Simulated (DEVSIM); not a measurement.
Device: W/HfO2/p-Ge capacitor, at 500 K.

| layer (left to right) | material | thickness (nm) | Na (cm⁻³) |
|---|---|---|---|
| 1 | HfO2 | 4.90 | - |
| 2 | Ge | 2100 | 8.1e16 |

Metal gate on the left, work function 4.6 eV. Fixed charge at the semiconductor interface -4.4e11 cm⁻² (in units of +e); no interface traps.

This is a model device: material constants are rounded textbook-type values typed into the input, and sizes, dopings and lifetimes were drawn at random. Values at 300 K; Nc and Nv go as T^1.5, mobilities as T to minus their exponent, the gap by Varshni's rule with the affinity fixed.

```
parameter         HfO2        Ge
----------------  ----  --------
gap (eV)           5.7     0.664
affinity (eV)      2.5         4
permittivity        22        16
Nc (cm⁻³)            -   1.04e19
Nv (cm⁻³)            -      6e18
Varshni α (eV/K)     -  0.000477
Varshni β (K)        -       235
```

DEVSIM, 1D Poisson equation in equilibrium, Boltzmann statistics, complete ionisation; no quantum confinement or tunnelling. Metal contacts follow the ideal Schottky-Mott rule: no Fermi-level pinning, no interface dipoles.

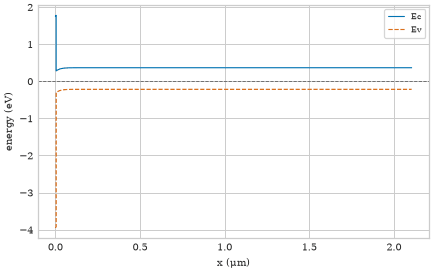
Band edges at 0.35 V on the gate

Energies count from the Fermi level of the right contact; mesh points crowd at the junctions.

```tsv
x (μm)	Ec (eV)	Ev (eV)	n (cm⁻³)	p (cm⁻³)	field (V/cm)
0.000	1.750	-3.950	< 1e2	< 1e2	61000
0.001006	1.756	-3.944	< 1e2	< 1e2	61000
0.002450	1.765	-3.935	< 1e2	< 1e2	61000
0.003955	1.774	-3.926	< 1e2	< 1e2	61000
0.005261	0.281	-0.301	3.3e16	1.2e16	33000
0.006839	0.286	-0.296	2.9e16	1.3e16	32000
0.01005	0.296	-0.286	2.3e16	1.7e16	28000
0.02060	0.321	-0.261	1.3e16	3.0e16	19000
0.03807	0.345	-0.237	7.5e15	5.3e16	9500
0.07364	0.362	-0.220	5.0e15	7.8e16	1900
0.1461	0.366	-0.216	4.6e15	8.5e16	58
0.3838	0.366	-0.216	4.6e15	8.6e16	≈ 0
0.7776	0.366	-0.216	4.6e15	8.6e16	≈ 0
1.382	0.366	-0.216	4.6e15	8.6e16	≈ 0
1.825	0.366	-0.216	4.6e15	8.6e16	≈ 0
1.973	0.366	-0.216	4.6e15	8.6e16	≈ 0
2.041	0.366	-0.216	4.6e15	8.6e16	≈ 0
2.074	0.366	-0.216	4.6e15	8.6e16	≈ 0
2.094	0.366	-0.216	4.6e15	8.6e16	≈ 0
2.100	0.366	-0.216	4.6e15	8.6e16	≈ 0
2.103	0.366	-0.216	4.6e15	8.6e16	≈ 0
2.105	0.366	-0.216	4.6e15	8.6e16	≈ 0
```
